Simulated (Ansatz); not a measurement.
# BrGaH₂O₂ + H₂: a complex and its separated parts

Aim: how far the complex at one end of a reaction step lies below its separated, relaxed parts, level by level.

Computed with Ansatz 0.2.0, Gaussian basis. Level: PBE0-D4/def2-TZVP structures, single points in def2-TZVPP, no counterpoise correction.

Levels: SPW92, PBE-D4, BLYP-D4, r2SCAN-D4, B97M-V, PBE0-D4, B3LYP-D4, r2SCAN0-D4, BHLYP-D4, CAM-B3LYP-D4, wB97X-V, wB97M-V, B2PLYP, PBE-QIDH, RPA on PBE, Hartree-Fock, MP2, CCSD, CCSD(T).

Cores are frozen in the correlated methods. Filled d shells of the heavier atoms are correlated. B3LYP uses VWN-RPA correlation. B2PLYP carries no dispersion term here.

94 further runs of the same task are left out: 94 set aside as unsound or not needed. Runs told in other sessions of the task aren't counted.

**1. Where the work starts**

The complex: 8 atoms, charge 0, spin multiplicity 1.

Atoms are counted from 1 here; the program's logs count them from 0.

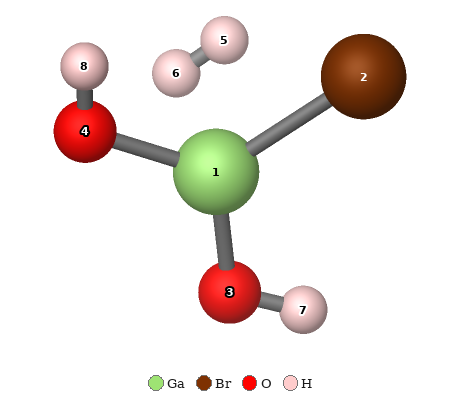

The starting geometry (gallium green, bromine brown, oxygen red, hydrogen pink); atoms are numbered from 1 in the order of the file.

As a file:

```
Ga   -0.2064   -0.5967    0.2022
Br    1.8397   -1.5848   -0.0346
O    -1.3812   -0.6081   -1.1171
O    -0.6975    0.1233    1.7388
H     1.0985    1.6742   -0.6919
H     0.4118    1.9596   -0.6004
H    -1.0497   -1.0371   -1.9092
H    -0.0152    0.0693    2.4120
```

Its parts: BrGaH₂O₂ holds atoms 1, 2, 3, 4, 7, 8; H₂ holds atoms 5, 6. Each part counts its atoms afresh in its own runs.

**2. Relaxing BrGaH₂O₂ alone**

relax-a/in.yaml reads:

```yaml
crystal:
  periodic: [false, false, false]
  atoms:
    - {symbol: Ga, position_ang: [-0.206379, -0.596661, 0.202198]}
    - {symbol: Br, position_ang: [1.839731, -1.584751, -0.034598]}
    - {symbol: O, position_ang: [-1.381204, -0.608053, -1.117083]}
    - {symbol: O, position_ang: [-0.697470, 0.123343, 1.738823]}
    - {symbol: H, position_ang: [-1.049676, -1.037140, -1.909234]}
    - {symbol: H, position_ang: [-0.015202, 0.069346, 2.411972]}
basis:
  gaussian: {orbitals: def2-TZVP}
hamiltonian: {xc: pbe0, dispersion: d4}
relax: {f_tol: 0.005, max_steps: 200}
```

Started as:

```console
$ ansatz run in.yaml --threads 8 --pin off --events-out ev --progress --plain --max-ram 19148MiB
```

What it wrote, shortened:

```text
Functional definition: PBE0
  name "PBE0"
  cite "Adamo & Barone, J. Chem. Phys. 110, 6158 (1999) doi:10.1063/1.478522"
  cite "Perdew, Burke & Ernzerhof, Phys. Rev. Lett. 77, 3865 (1996) doi:10.1103/PhysRevLett.77.3865"
  parent pbe
[...]
1216 factors; their error is unknown
[...]
mean field -126536.79772699 eV, -4650.1415467448 hartree, gradient 1.1e-5 eV, S^2 0.000000; 0 other end points of the search recorded, 0 dependent functions left out
[...]
reference -126536.79775323 eV, -4650.1415477090 hartree; 42, 42 occupied and 128, 128 virtual orbitals, 1216 factors
[...]
reference -126536.79976308 eV, -4650.1416215699 hartree; 42, 42 occupied and 128, 128 virtual orbitals, 1216 factors
Total energy: -126536.91056080 eV, -4650.1456933107 hartree
Atom 0 at    -0.217575    -0.621502     0.211236 Å, force    -0.000338     0.000212     0.000018 eV/Å
Atom 1 at     1.838426    -1.579127    -0.035743 Å, force    -0.000857     0.000350     0.000117 eV/Å
Atom 2 at    -1.378893    -0.605496    -1.118435 Å, force     0.000188    -0.000026     0.000446 eV/Å
Atom 3 at    -0.695131     0.125898     1.737760 Å, force    -0.000013    -0.000247    -0.000410 eV/Å
Atom 4 at    -1.045887    -1.030259    -1.912530 Å, force     0.001146     0.000533     0.002565 eV/Å
Atom 5 at    -0.011139     0.076571     2.409790 Å, force    -0.000126    -0.000823    -0.002735 eV/Å
Dipole moment:     0.247130    -0.115240    -0.029651 e Å
```

It took 4.1 s on 8 threads of AMD EPYC 9R45, shared host.

The steps of the relaxation: (the energy doesn't fall at every step)

```
step  energy from step 1 (eV)  largest force component (eV/Å)
   1                   0.0000                          0.1083
   2                   0.0055                          0.2111
   3                  -0.0020                          0.0236
   4                  -0.0021                          0.0064
   5                  -0.0021                          0.0027
```

Close pairs (by a distance rule), those that changed most:

```
   bond  before (Å)  after (Å)  change (Å)
Ga1–Br2       2.285      2.281      -0.003
 Ga1–O3       1.767      1.765      -0.001
 Ga1–O4       1.767      1.765      -0.001
  O3–H5       0.960      0.960      +0.000
  O4–H6       0.960      0.960      +0.000
```

**3. Relaxing H₂ alone**

relax-b/in.yaml reads:

```yaml
crystal:
  periodic: [false, false, false]
  atoms:
    - {symbol: H, position_ang: [1.098514, 1.674167, -0.691908]}
    - {symbol: H, position_ang: [0.411787, 1.959649, -0.600369]}
basis:
  gaussian: {orbitals: def2-TZVP}
hamiltonian: {xc: pbe0, dispersion: d4}
relax: {f_tol: 0.005, max_steps: 200}
```

Started as:

```console
$ ansatz run in.yaml --threads 8 --pin off --events-out ev --progress --plain --max-ram 19148MiB
```

What it wrote, shortened:

```text
[... 5 set-up lines as earlier in the session ...]
[...]
88 factors; their error is unknown
[...]
mean field -31.78846815 eV, -1.1682046575 hartree, gradient 1.7e-5 eV, S^2 0.000000; 0 other end points of the search recorded, 0 dependent functions left out
[...]
reference -31.78866853 eV, -1.1682120213 hartree; 1, 1 occupied and 11, 11 virtual orbitals, 88 factors
Total energy: -31.79027509 eV, -1.1682710613 hartree
Atom 0 at     1.097077     1.674764    -0.691716 Å, force    -0.002096     0.000871     0.000279 eV/Å
Atom 1 at     0.413224     1.959052    -0.600561 Å, force     0.002096    -0.000871    -0.000279 eV/Å
Dipole moment:     0.000000    -0.000000     0.000000 e Å
```

It took 0.1 s on 8 threads of AMD EPYC 9R45, shared host.

Step by step:

```
step  energy from step 1 (eV)  largest force component (eV/Å)
   1                   0.0000                          0.1048
   2                  -0.0002                          0.0021
```

The bond:

```
 bond  before (Å)  after (Å)  change (Å)
H1–H2       0.749      0.746      -0.003
```

**4. SPW92/def2-TZVPP**

parta/in.yaml reads:

```yaml
crystal:
  periodic: [false, false, false]
  atoms:
    - {symbol: Ga, position_ang: [-0.217575, -0.621502, 0.211236]}
    - {symbol: Br, position_ang: [1.838426, -1.579127, -0.035743]}
    - {symbol: O, position_ang: [-1.378893, -0.605496, -1.118435]}
    - {symbol: O, position_ang: [-0.695131, 0.125898, 1.737760]}
    - {symbol: H, position_ang: [-1.045887, -1.030259, -1.912530]}
    - {symbol: H, position_ang: [-0.011139, 0.076571, 2.409790]}
basis:
  gaussian: {orbitals: def2-TZVPP}
hamiltonian: {xc: lda}
```

partb/in.yaml reads:

```yaml
crystal:
  periodic: [false, false, false]
  atoms:
    - {symbol: H, position_ang: [1.097077, 1.674764, -0.691716]}
    - {symbol: H, position_ang: [0.413224, 1.959052, -0.600561]}
basis:
  gaussian: {orbitals: def2-TZVPP}
hamiltonian: {xc: lda}
```

One command serves all of them, each in its own folder.

Started as:

```console
$ ansatz run in.yaml --threads 8 --pin off --events-out ev --progress --plain --max-ram 19148MiB
```

Log of parta, shortened:

```text
Functional definition: SPW92
  name "SPW92"
  cite "Dirac, Proc. Camb. Phil. Soc. 26, 376 (1930) doi:10.1017/S0305004100016108"
  cite "Slater, Phys. Rev. 81, 385 (1951) doi:10.1103/PhysRev.81.385"
  cite "Perdew & Wang, Phys. Rev. B 45, 13244 (1992) doi:10.1103/PhysRevB.45.13244"
[...]
1164 factors; their error is unknown
[...]
mean field -126347.78842530 eV, -4643.1955830227 hartree, gradient 1.6e-5 eV, S^2 0.000000; 0 other end points of the search recorded, 0 dependent functions left out
reference -126347.78845919 eV, -4643.1955842682 hartree; 42, 42 occupied and 144, 144 virtual orbitals, 1164 factors
Total energy: -126347.78845919 eV, -4643.1955842682 hartree
```

Output in partb, shortened:

```text
[... 5 set-up lines as earlier in the session ...]
[...]
118 factors; their error is unknown
[...]
mean field -30.93530704 eV, -1.1368515649 hartree, gradient 4.4e-5 eV, S^2 0.000000; 0 other end points of the search recorded, 0 dependent functions left out
reference -30.93532772 eV, -1.1368523248 hartree; 1, 1 occupied and 27, 27 virtual orbitals, 118 factors
Total energy: -30.93532772 eV, -1.1368523248 hartree
```

Times: 0.3 s (parta), 0.05 s (partb) on 8 threads of AMD EPYC 9R45, shared host.

**5. PBE-D4/def2-TZVPP**

Each input of step 4 (parta, partb) changes in the same lines:

```diff
-hamiltonian: {xc: lda}
+hamiltonian: {xc: pbe, dispersion: d4}
```

One command serves all of them, each in its own folder.

Started as:

```console
$ ansatz run in.yaml --threads 8 --pin off --events-out ev --progress --plain --max-ram 19148MiB
```

Output in parta, shortened:

```text
Functional definition: PBE
  name "PBE"
[... 2 set-up lines as earlier in the session ...]
[...]
1164 factors; their error is unknown
[...]
mean field -126533.47457992 eV, -4650.0194233425 hartree, gradient 1.5e-5 eV, S^2 0.000000; 0 other end points of the search recorded, 0 dependent functions left out
reference -126533.47461631 eV, -4650.0194246797 hartree; 42, 42 occupied and 144, 144 virtual orbitals, 1164 factors
Total energy: -126533.60407477 eV, -4650.0241821906 hartree
```

Output in partb, shortened:

```text
[... 4 set-up lines as earlier in the session ...]
[...]
118 factors; their error is unknown
[...]
mean field -31.73222459 eV, -1.1661377449 hartree, gradient 3.1e-5 eV, S^2 0.000000; 0 other end points of the search recorded, 0 dependent functions left out
reference -31.73224627 eV, -1.1661385415 hartree; 1, 1 occupied and 27, 27 virtual orbitals, 118 factors
Total energy: -31.73426550 eV, -1.1662127469 hartree
```

Times: 0.45 s (parta), 0.1 s (partb) on 8 threads of AMD EPYC 9R45, shared host.

**6. BLYP-D4/def2-TZVPP**

Each input of step 5 (parta, partb) changes in the same lines:

```diff
-hamiltonian: {xc: pbe, dispersion: d4}
+hamiltonian: {xc: {name: BLYP}, dispersion: d4}
```

The same command starts each run, in its folder.

Started as:

```console
$ ansatz run in.yaml --threads 8 --pin off --events-out ev --progress --plain --max-ram 19148MiB
```

Output in parta, shortened:

```text
Functional definition: BLYP
  name "BLYP"
  cite "Becke, Phys. Rev. A 38, 3098 (1988) doi:10.1103/PhysRevA.38.3098"
  cite "Lee, Yang & Parr, Phys. Rev. B 37, 785 (1988) doi:10.1103/PhysRevB.37.785"
[...]
1164 factors; their error is unknown
[...]
mean field -126558.19555192 eV, -4650.9279023071 hartree, gradient 2.1e-5 eV, S^2 0.000000; 0 other end points of the search recorded, 0 dependent functions left out
reference -126558.19586623 eV, -4650.9279138579 hartree; 42, 42 occupied and 144, 144 virtual orbitals, 1164 factors
Total energy: -126558.46994104 eV, -4650.9379859211 hartree
```

Output in partb, shortened:

```text
[... 4 set-up lines as earlier in the session ...]
[...]
118 factors; their error is unknown
[...]
mean field -31.82604689 eV, -1.1695856509 hartree, gradient 8.3e-5 eV, S^2 0.000000; 0 other end points of the search recorded, 0 dependent functions left out
reference -31.82623932 eV, -1.1695927224 hartree; 1, 1 occupied and 27, 27 virtual orbitals, 118 factors
Total energy: -31.83113723 eV, -1.1697727173 hartree
```

Wall times: 0.45 s (parta), 0.1 s (partb) on 8 threads of AMD EPYC 9R45, shared host.

**7. r2SCAN-D4/def2-TZVPP**

Each input of step 6 (parta, partb) changes in the same lines:

```diff
-hamiltonian: {xc: {name: BLYP}, dispersion: d4}
+hamiltonian: {xc: r2scan, dispersion: d4}
```

The same command starts each run, in its folder.

Started as:

```console
$ ansatz run in.yaml --threads 8 --pin off --events-out ev --progress --plain --max-ram 19148MiB
```

Output in parta, shortened:

```text
Functional definition: r2SCAN
  name "r2SCAN"
  cite "Furness, Kaplan, Ning, Perdew & Sun, J. Phys. Chem. Lett. 11, 8208 (2020) doi:10.1021/acs.jpclett.0c02405"
  cite "Furness, Kaplan, Ning, Perdew & Sun, J. Phys. Chem. Lett. 11, 9248 (2020) doi:10.1021/acs.jpclett.0c03077"
  parent r2scan
[...]
1164 factors; their error is unknown
[...]
mean field -126553.64396963 eV, -4650.7606347432 hartree, gradient 8.2e-6 eV, S^2 0.000000; 0 other end points of the search recorded, 0 dependent functions left out
reference -126553.64397969 eV, -4650.7606351128 hartree; 42, 42 occupied and 144, 144 virtual orbitals, 1164 factors
Total energy: -126553.67315339 eV, -4650.7617072263 hartree
```

Log of partb, shortened:

```text
[... 5 set-up lines as earlier in the session ...]
[...]
118 factors; their error is unknown
[...]
mean field -31.87204767 eV, -1.1712761484 hartree, gradient 4.1e-5 eV, S^2 0.000000; 0 other end points of the search recorded, 0 dependent functions left out
reference -31.87205429 eV, -1.1712763916 hartree; 1, 1 occupied and 27, 27 virtual orbitals, 118 factors
Total energy: -31.87255568 eV, -1.1712948171 hartree
```

They took 0.75 s (parta), 0.15 s (partb) on 8 threads of AMD EPYC 9R45, shared host.

**8. B97M-V/def2-TZVPP**

Each input of step 7 (parta, partb) changes in the same lines:

```diff
-hamiltonian: {xc: r2scan, dispersion: d4}
+hamiltonian: {xc: {name: B97M-V}}
```

Each run has its own folder and the same command.

Started as:

```console
$ ansatz run in.yaml --threads 8 --pin off --events-out ev --progress --plain --max-ram 19148MiB
```

Log of parta, shortened:

```text
Functional definition: B97M-V
  name "B97M-V"
  cite "Mardirossian & Head-Gordon, J. Chem. Phys. 142, 074111 (2015) doi:10.1063/1.4907719"
  cite "Becke, J. Chem. Phys. 107, 8554 (1997) doi:10.1063/1.475007"
  cite "Vydrov & Van Voorhis, J. Chem. Phys. 133, 244103 (2010) doi:10.1063/1.3521275"
  # Of w^i u^j: cxij and so on, Table III.
[...]
  gx(w, u) = cx00 + cx01*u + cx02*u^2 + (cx10 + cx11*u)*w
[...]
      + integral(e_c_pw_mod_opposite_spin*gos(b97_w_opposite, b97_u_opposite)) + vv10(b, c)
1164 factors; their error is unknown
[...]
mean field -126532.23358533 eV, -4649.9738176326 hartree, gradient 2.1e-5 eV, S^2 0.000000; 0 other end points of the search recorded, 0 dependent functions left out
reference -126532.23363682 eV, -4649.9738195247 hartree; 42, 42 occupied and 144, 144 virtual orbitals, 1164 factors
Total energy: -126532.23363682 eV, -4649.9738195247 hartree
```

Log of partb, shortened:

```text
[... 5 set-up lines as earlier in the session ...]
  # Of w^i u^j: cxij and so on, Table III.
[...]
  gx(w, u) = cx00 + cx01*u + cx02*u^2 + (cx10 + cx11*u)*w
  gss(w, u) = css00 + css02*u^2 + css10*w + (css32*w^3 + css42*w^4)*u^2
  gos(w, u) = cos00 + cos01*u + cos03*u^3 + cos10*w + cos32*w^3*u^2
[...]
      + integral(e_c_pw_mod_opposite_spin*gos(b97_w_opposite, b97_u_opposite)) + vv10(b, c)
118 factors; their error is unknown
[...]
mean field -31.90528397 eV, -1.1724975596 hartree, gradient 8.2e-6 eV, S^2 0.000000; 0 other end points of the search recorded, 0 dependent functions left out
reference -31.90531365 eV, -1.1724986505 hartree; 1, 1 occupied and 27, 27 virtual orbitals, 118 factors
Total energy: -31.90531365 eV, -1.1724986505 hartree
```

Wall times: 1.3 s (parta), 0.1 s (partb) on 8 threads of AMD EPYC 9R45, shared host.

**9. PBE0-D4/def2-TZVPP**

The same edit goes into each in.yaml of step 8 (parta, partb):

```diff
-hamiltonian: {xc: {name: B97M-V}}
+hamiltonian: {xc: pbe0, dispersion: d4}
+output: {orbitals: {seedname: orbitals}}
```

The same command starts each run, in its folder.

Started as:

```console
$ ansatz run in.yaml --threads 8 --pin off --events-out ev --progress --plain --max-ram 19148MiB
```

Output in parta, shortened:

```text
[... 5 set-up lines as earlier in the session ...]
[...]
1246 factors; their error is unknown
[...]
mean field -126536.88701569 eV, -4650.1448280442 hartree, gradient 7.5e-5 eV, S^2 0.000000; 0 other end points of the search recorded, 0 dependent functions left out
reference -126536.88704233 eV, -4650.1448290230 hartree; 42, 42 occupied and 144, 144 virtual orbitals, 1246 factors
Total energy: -126536.99784005 eV, -4650.1489007642 hartree
```

partb printed, shortened:

```text
[... 5 set-up lines as earlier in the session ...]
[...]
118 factors; their error is unknown
[...]
mean field -31.79610707 eV, -1.1684853827 hartree, gradient 5.5e-5 eV, S^2 0.000000; 0 other end points of the search recorded, 0 dependent functions left out
reference -31.79612306 eV, -1.1684859704 hartree; 1, 1 occupied and 27, 27 virtual orbitals, 118 factors
Total energy: -31.79772962 eV, -1.1685450104 hartree
```

Times: 0.65 s (parta), 0.05 s (partb) on 8 threads of AMD EPYC 9R45, shared host; peak memory 0.55 GiB.

**10. B3LYP-D4/def2-TZVPP**

The same edit goes into each in.yaml of step 9 (parta, partb):

```diff
-hamiltonian: {xc: pbe0, dispersion: d4}
-output: {orbitals: {seedname: orbitals}}
+hamiltonian: {xc: {name: B3LYP}, dispersion: d4}
```

The same command starts each run, in its folder.

Started as:

```console
$ ansatz run in.yaml --threads 8 --pin off --events-out ev --progress --plain --max-ram 19148MiB
```

Log of parta, shortened:

```text
Functional definition: B3LYP
  name "B3LYP"
  cite "Stephens, Devlin, Chabalowski & Frisch, J. Phys. Chem. 98, 11623 (1994) doi:10.1021/j100096a001"
[... 2 set-up lines as earlier in the session ...]
  cite "Vosko, Wilk & Nusair, Can. J. Phys. 58, 1200 (1980) doi:10.1139/p80-159"
[...]
1236 factors; their error is unknown
[...]
mean field -126558.31903653 eV, -4650.9324402828 hartree, gradient 7.2e-5 eV, S^2 0.000000; 0 other end points of the search recorded, 0 dependent functions left out
reference -126558.31926990 eV, -4650.9324488588 hartree; 42, 42 occupied and 144, 144 virtual orbitals, 1236 factors
Total energy: -126558.53132756 eV, -4650.9402418343 hartree
```

partb printed, shortened:

```text
[... 6 set-up lines as earlier in the session ...]
[...]
118 factors; their error is unknown
[...]
mean field -32.10922576 eV, -1.1799922822 hartree, gradient 4.6e-5 eV, S^2 0.000000; 0 other end points of the search recorded, 0 dependent functions left out
reference -32.10936786 eV, -1.1799975044 hartree; 1, 1 occupied and 27, 27 virtual orbitals, 118 factors
Total energy: -32.11251896 eV, -1.1801133051 hartree
```

Wall times: 0.6 s (parta), 0.1 s (partb) on 8 threads of AMD EPYC 9R45, shared host.

**11. r2SCAN0-D4/def2-TZVPP**

The same edit goes into each in.yaml of step 10 (parta, partb):

```diff
-hamiltonian: {xc: {name: B3LYP}, dispersion: d4}
+hamiltonian: {xc: {name: r2SCAN0}, dispersion: d4}
```

Each run has its own folder and the same command.

Started as:

```console
$ ansatz run in.yaml --threads 8 --pin off --events-out ev --progress --plain --max-ram 19148MiB
```

Log of parta, shortened:

```text
Functional definition: r2SCAN0
  name "r2SCAN0"
  cite "Bursch, Neugebauer, Ehlert & Grimme, J. Chem. Phys. 156, 134105 (2022) doi:10.1063/5.0086040"
[... 3 set-up lines as earlier in the session ...]
[...]
1246 factors; their error is unknown
[...]
mean field -126552.22074225 eV, -4650.7083321014 hartree, gradient 1.8e-5 eV, S^2 0.000000; 0 other end points of the search recorded, 0 dependent functions left out
reference -126552.22075022 eV, -4650.7083323945 hartree; 42, 42 occupied and 144, 144 virtual orbitals, 1246 factors
Total energy: -126552.25674850 eV, -4650.7096553068 hartree
```

Log of partb, shortened:

```text
[... 6 set-up lines as earlier in the session ...]
[...]
118 factors; their error is unknown
[...]
mean field -31.85186468 eV, -1.1705344369 hartree, gradient 1.4e-5 eV, S^2 0.000000; 0 other end points of the search recorded, 0 dependent functions left out
reference -31.85186980 eV, -1.1705346252 hartree; 1, 1 occupied and 27, 27 virtual orbitals, 118 factors
Total energy: -31.85241118 eV, -1.1705545205 hartree
```

Wall times: 0.9 s (parta), 0.2 s (partb) on 8 threads of AMD EPYC 9R45, shared host.

**12. BHLYP-D4/def2-TZVPP**

Each input of step 11 (parta, partb) changes in the same lines:

```diff
-hamiltonian: {xc: {name: r2SCAN0}, dispersion: d4}
+hamiltonian: {xc: {name: BHLYP}, dispersion: d4}
```

One command serves all of them, each in its own folder.

Started as:

```console
$ ansatz run in.yaml --threads 8 --pin off --events-out ev --progress --plain --max-ram 19148MiB
```

parta printed, shortened:

```text
Functional definition: BHLYP
  name "BHLYP"
  cite "Becke, J. Chem. Phys. 98, 1372 (1993) doi:10.1063/1.464304"
[... 2 set-up lines as earlier in the session ...]
[...]
1380 factors; their error is unknown
[...]
mean field -126553.27174598 eV, -4650.7469557764 hartree, gradient 6.8e-5 eV, S^2 0.000000; 0 other end points of the search recorded, 0 dependent functions left out
reference -126553.27190266 eV, -4650.7469615339 hartree; 42, 42 occupied and 144, 144 virtual orbitals, 1380 factors
Total energy: -126553.46353719 eV, -4650.7540039732 hartree
```

partb printed, shortened:

```text
[... 5 set-up lines as earlier in the session ...]
[...]
118 factors; their error is unknown
[...]
mean field -31.83804872 eV, -1.1700267100 hartree, gradient 5.6e-5 eV, S^2 0.000000; 0 other end points of the search recorded, 0 dependent functions left out
reference -31.83814429 eV, -1.1700302219 hartree; 1, 1 occupied and 27, 27 virtual orbitals, 118 factors
Total energy: -31.83988788 eV, -1.1700942979 hartree
```

Times: 0.6 s (parta), 0.1 s (partb) on 8 threads of AMD EPYC 9R45, shared host.

**13. CAM-B3LYP-D4/def2-TZVPP**

The same edit goes into each in.yaml of step 12 (parta, partb):

```diff
-hamiltonian: {xc: {name: BHLYP}, dispersion: d4}
+hamiltonian: {xc: {name: CAM-B3LYP}, dispersion: d4}
```

One command serves all of them, each in its own folder.

Started as:

```console
$ ansatz run in.yaml --threads 8 --pin off --events-out ev --progress --plain --max-ram 19148MiB
```

parta printed, shortened:

```text
Functional definition: CAM-B3LYP
  name "CAM-B3LYP"
  cite "Yanai, Tew & Handy, Chem. Phys. Lett. 393, 51 (2004) doi:10.1016/j.cplett.2004.06.011"
  cite "Iikura, Tsuneda, Yanai & Hirao, J. Chem. Phys. 115, 3540 (2001) doi:10.1063/1.1383587"
[... 2 set-up lines as earlier in the session ...]
[...]
1236 factors; their error is unknown
247 factors; integrals over basis functions are off by at most 3.0e-5 eV
[...]
mean field -126561.63680755 eV, -4651.0543661188 hartree, gradient 1.4e-5 eV, S^2 0.000000; 0 other end points of the search recorded, 0 dependent functions left out
reference -126561.63692120 eV, -4651.0543702956 hartree; 42, 42 occupied and 144, 144 virtual orbitals, 1236 factors
Total energy: -126561.75245351 eV, -4651.0586160296 hartree
```

partb printed, shortened:

```text
[... 6 set-up lines as earlier in the session ...]
[...]
  # Exact exchange under (alpha + beta erf(omega r))/r, Becke's under what is left of 1/r.
[...]
118 factors; their error is unknown
42 factors; integrals over basis functions are off by at most 6.3e-5 eV
[...]
mean field -31.88030375 eV, -1.1715795535 hartree, gradient 6.4e-5 eV, S^2 0.000000; 0 other end points of the search recorded, 0 dependent functions left out
reference -31.88037369 eV, -1.1715821237 hartree; 1, 1 occupied and 27, 27 virtual orbitals, 118 factors
Total energy: -31.88188709 eV, -1.1716377403 hartree
```

Wall times: 0.75 s (parta), 0.1 s (partb) on 8 threads of AMD EPYC 9R45, shared host.

(Part 1 of 2 ends here.)
